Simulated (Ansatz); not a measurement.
**C$_{4}$H$_{7}$FGeS: density, localisation and related maps**

Input

```
crystal:
  periodic: [false, false, false]
  atoms:
    - symbol: C
      position_ang: [-0.685547, -0.392070, 0.583821]
    - symbol: C
      position_ang: [-1.919453, -0.839828, 1.310657]
    - symbol: C
      position_ang: [-3.106629, -0.207034, 1.286637]
    - symbol: C
      position_ang: [-2.900003, 0.702032, -1.356601]
    - symbol: F
      position_ang: [-1.025608, -1.480204, -2.226094]
    - symbol: Ge
      position_ang: [-1.055443, 0.020039, -1.304530]
    - symbol: S
      position_ang: [-3.484487, 1.231852, 0.307844]
    - symbol: H
      position_ang: [-0.002379, 0.930088, -1.974352]
    - symbol: H
      position_ang: [-0.321794, 0.563384, 1.007078]
    - symbol: H
      position_ang: [0.132614, -1.121510, 0.663992]
    - symbol: H
      position_ang: [-1.848734, -1.752742, 1.913006]
    - symbol: H
      position_ang: [-3.939484, -0.567449, 1.898029]
    - symbol: H
      position_ang: [-2.975436, 1.591978, -1.998354]
    - symbol: H
      position_ang: [-3.566638, -0.075284, -1.760686]
basis:
  gaussian: {orbitals: def2-SVPD}
total_charge: 0
magnetization: {spin_polarized: false, initial_magnetization: 0}
hamiltonian: {xc: {name: PBE0}}
output: {forces: true, orbitals: {seedname: orbitals}}
```

Run with:

```sh
ansatz run input.yaml --threads 4 --pin off --max-ram 7830MiB --events-out events.jsonl --progress --plain --runs-dir runs
```

Geometry: B3LYP/def2-SVP.

These are results of Ansatz 0.2.0, isolated molecule in a Gaussian basis; Kohn-Sham density functional theory, functional PBE0, not measurements.

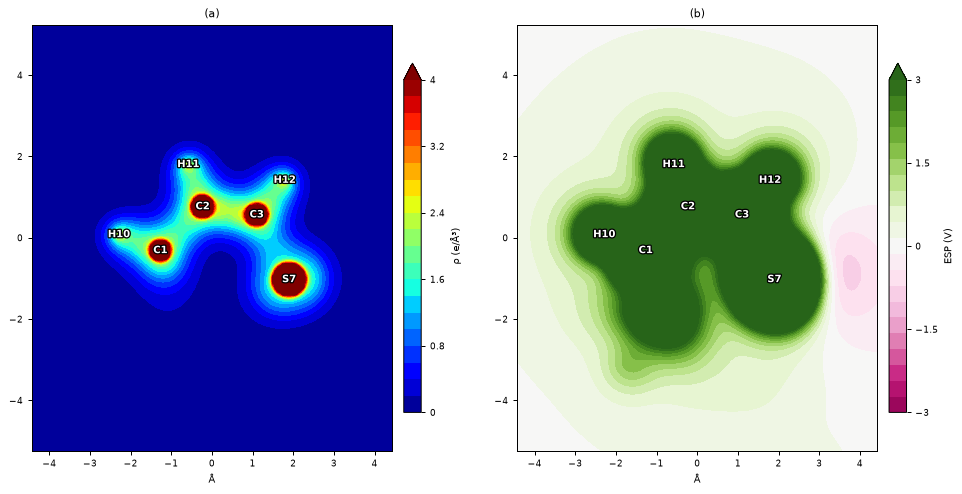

Figure 1. (a) electron density; (b) molecular electrostatic potential on the plane of atoms S7, C3 and H12.

Describe what can be read from this map.

Answer. Atoms in the plane: C, S and H. C–C (1.35 Å): the density is about 2.2 e/Å³ at the midpoint. C–S (1.78 Å): the density is about 1.3 e/Å³ at the midpoint. C–H (1.09 Å): the density is about 2 e/Å³ at the midpoint. C–C (1.50 Å): the density is about 1.7 e/Å³ at the midpoint. Outside the dense part of the molecule the potential is most negative (−0.8 V) near S7.

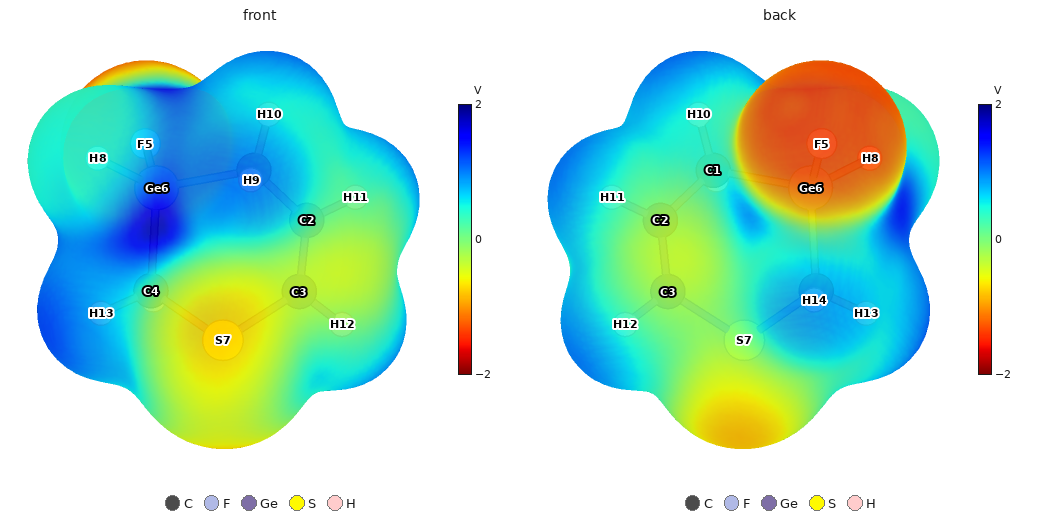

Figure 2. The molecular electrostatic potential painted on the density surface at 0.002 e/bohr³, seen from the front and from behind; the colour scale runs from red (negative) to blue (positive).

Describe the electrostatic potential map.

Answer. The most negative region (about −1.4 V) lies over F5, the most positive (about +1.6 V) over Ge6.

What dipole moment does the calculation give?

Answer. Its dipole moment is 1.35 D.

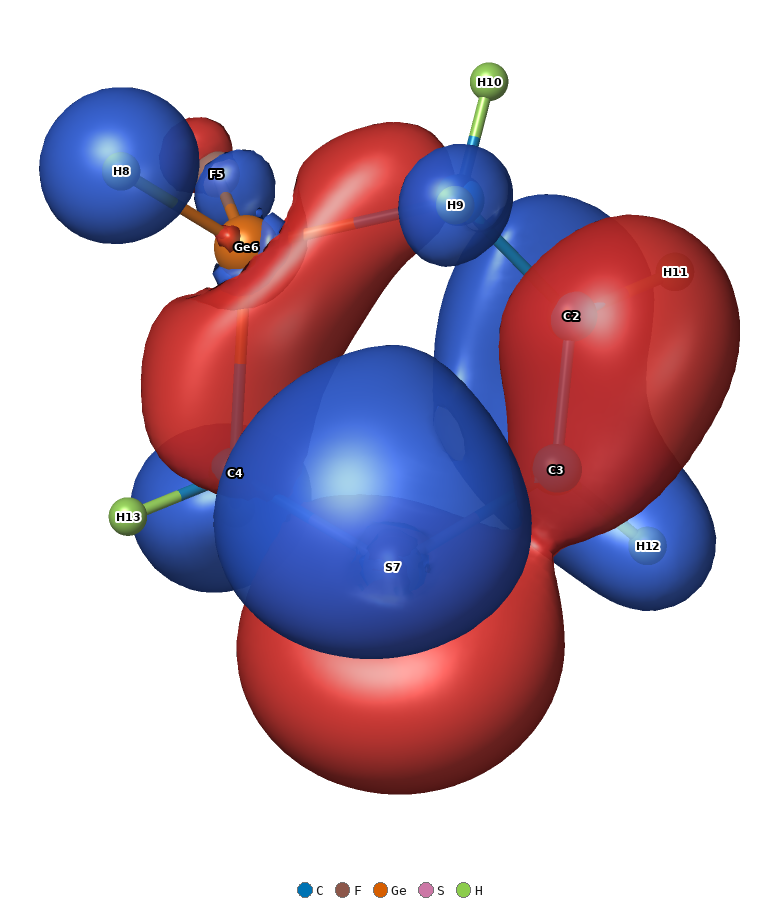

Figure 3. The HOMO at ±0.06 Å⁻³ᐟ² (blue and red are the two phases), seen across its widest extent.

Where does this orbital lie, and at what energy?

Answer. Its weight (Hirshfeld) is mainly on S7 (about 55 %), C2 (about 15 %) and C3 (about 10 %). Its energy is −6.48 eV.
